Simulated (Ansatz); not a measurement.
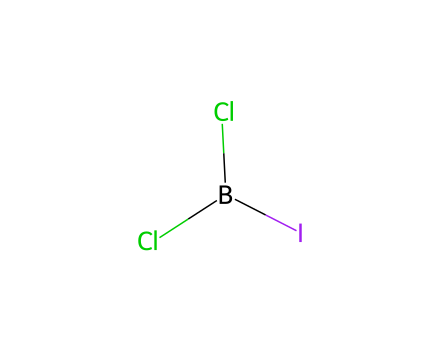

Structural formula above. The computed structure is the end point of a PBE0-D4/def2-TZVP optimisation. No frequency run is at hand to confirm it as a minimum.

What does the molecule look like in three dimensions?

It has 4 atoms: 1 boron, 1 iodine and 2 chlorine (BICl₂). As SMILES it reads `ClB(Cl)I`. This geometry has C2v symmetry. All atoms lie on one plane. Coordination: 1 B trigonal planar.

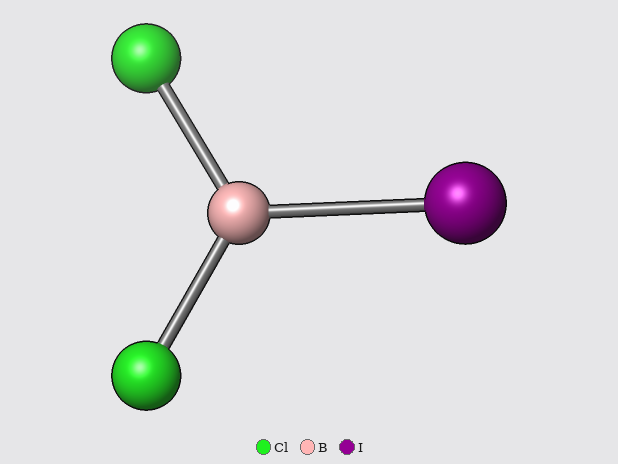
